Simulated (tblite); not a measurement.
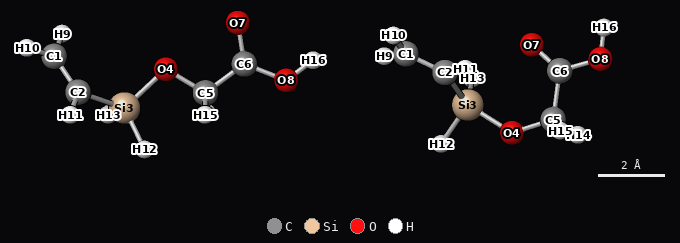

Two geometries of C₄H₈O₃Si, drawn at one scale. One is the start of a relaxation, the other its converged end. The picture is a ball-and-stick view, seen at a tilt.

The calculation used tblite, GFN2-xTB geometry optimisation, gas phase. 

Which one is relaxed?

Answer. The right one is the relaxed one. The largest move after the best rigid fit is that of H11, 2.19 Å. Largest moves by element: H 2.19 Å, O 1.95 Å, C 1.02 Å, Si 0.44 Å. Near-neighbour distances that change, for instance: Si3–O7 4.337 → 2.714 Å, Si3–O4 1.732 → 1.639 Å, C6–O7 1.279 → 1.200 Å, O8–H16 1.026 → 0.972 Å. Among the angles between lasting bonds that change: Si3–O4–C5 106.4° → 131.9°, C6–O8–H16 121.9° → 110.6°, O4–Si3–H12 105.3° → 94.5°. Groups turn about O4–C5 by about 175°, Si3–O4 by about 160°, C2–Si3 by about 125°. Over 152 geometry steps the energy falls by 1.336 eV.
